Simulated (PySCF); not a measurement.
## Electronic structure of C7H10OSSi in real space

The calculation's input:

```
{"job": {"kind": "nmr", "xc": "PBE0", "basis": "pcSseg-1"}, "charge": 0, "multiplicity": 1}
C      3.364705    -0.971918     0.120637
C      3.430315    -0.125225    -0.944209
O      2.310712     0.602716    -1.043792
C      1.491735     0.231103    -0.028957
Si    -0.150205     1.106001     0.104684
C     -1.521264     0.422889    -1.036542
C     -2.392272    -0.500528    -0.188090
C     -2.666299     0.151803     1.154808
S     -1.083816     0.585066     1.967225
C      2.106534    -0.740470     0.716622
H      4.115319    -1.666246     0.438476
H      4.193496     0.041772    -1.679403
H     -0.002712     2.556509    -0.019057
H     -1.128246    -0.109955    -1.900759
H     -2.127087     1.247255    -1.415434
H     -3.340889    -0.716939    -0.686282
H     -1.872310    -1.446480    -0.021626
H     -3.194540    -0.511605     1.836616
H     -3.237387     1.072828     1.037927
H      1.699062    -1.217899     1.584118
```

Run with:

```sh
OMP_NUM_THREADS=1 python probes_run.py task.json out
```

Geometry: GFN2-xTB.

Level of theory: PBE0/pcSseg-1, SCF density, gas phase, non-relativistic (PySCF 2.14.0).

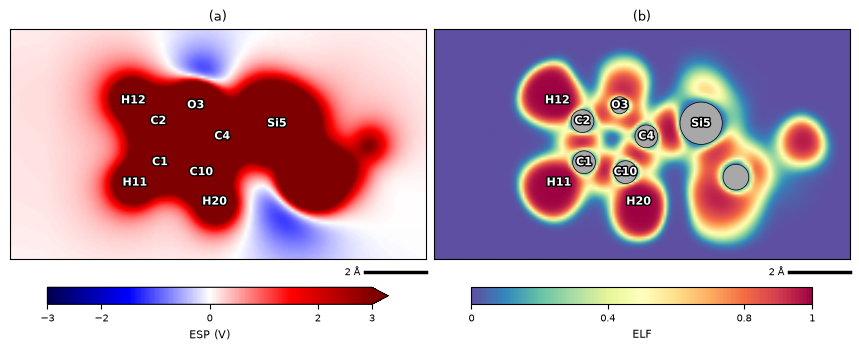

Figure 1. (a) electrostatic potential; (b) ELF on the plane of atoms C1, C10 and H20. Grey discs cover the atomic cores in the ELF map.

**What does the map show?**

The section cuts through C, O, Si and H sites. C–O (1.34 Å): the ELF peaks at about 0.90 between the atoms, as expected for a polar covalent bond. C–C (1.36 Å): the ELF peaks at about 0.95 between the atoms (a covalent bond). C–Si (1.87 Å): the ELF peaks at about 1 between the atoms; a covalent bond. C–H (1.07 Å): the ELF climbs to about 1 towards the hydrogen, as it does in any bond to H; a covalent bond by its length. C–C (1.41 Å): the ELF peaks at about 0.95 between the atoms; a covalent bond. The ELF also peaks beside S9 and O3, away from the bonds: lone-pair regions. Outside the dense part of the molecule the potential is most negative (−1.1 V) near S9, which lies off the plane.

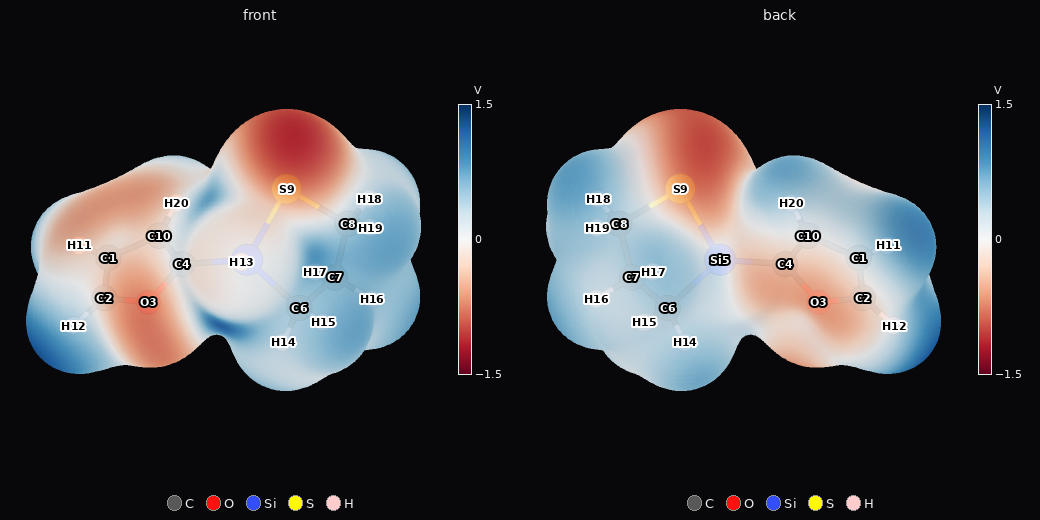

Figure 2. The electrostatic potential painted on the density surface at 0.002 e/bohr³, seen from the front and from behind; the colour scale runs from red (negative) to blue (positive).

**Where is the surface potential most negative and most positive?**

The most negative region (about −1.1 V) lies over S9, the most positive (about +1.2 V) over Si5 and H12.
